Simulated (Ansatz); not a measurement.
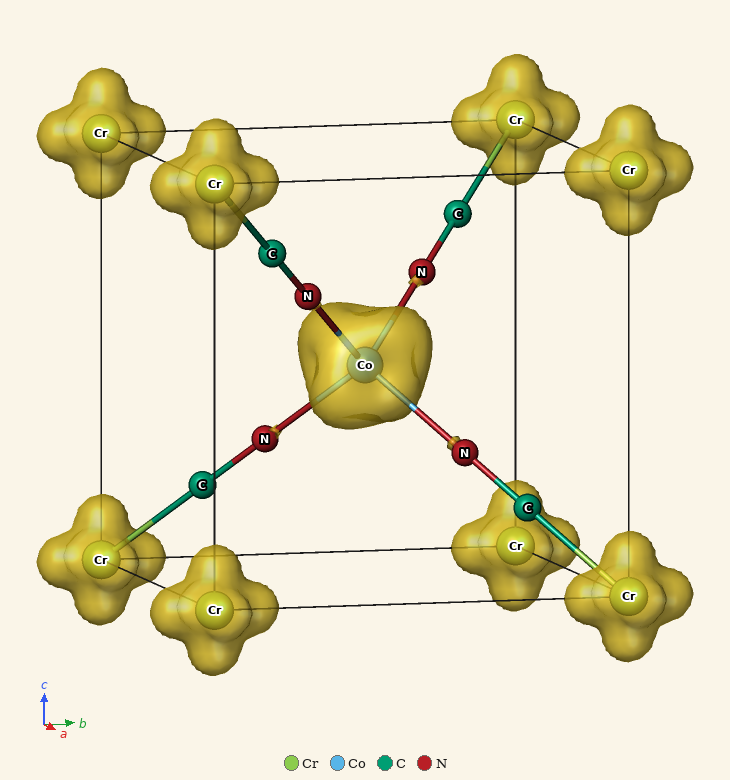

Figure. CrCoC$_{4}$N$_{4}$. Isosurface of the spin density at +0.1 e/Å³ (yellow), seen slightly off an axis. Sticks mark near contacts.

Space group P-43m; a structure generated by program, which may or may not match a known phase; spin-polarised.

Method: Ansatz 0.2.0, DFT PBE, scalar-relativistic, plane waves, PAW.

The density is the valence pseudo-density of a PAW calculation; it isn't the true density close to the nuclei.

```xyz
10
Lattice="5.7452 0.0000 0.0000 0.0000 5.7452 0.0000 0.0000 0.0000 5.7452" Properties=species:S:1:pos:R:3 pbc="T T T"
Cr    0.0000    0.0000    0.0000
Co    2.8726    2.8726    2.8726
C     1.1024    1.1024    1.1024
C     1.1024    4.6428    4.6428
C     4.6428    1.1024    4.6428
C     4.6428    4.6428    1.1024
N     1.7840    1.7840    1.7840
N     1.7840    3.9611    3.9611
N     3.9611    1.7840    3.9611
N     3.9611    3.9611    1.7840
```

### Where is the spin, and how is it ordered?

The spin density sits on Co: +2.1 μB in one cell of 10 atoms, with smaller moments on other sites: Cr (up to +0.39 μB): parallel main moments (a ferromagnetic arrangement) in this solution. The cell of the calculation (10 atoms) carries 3.0 μB of net spin moment.
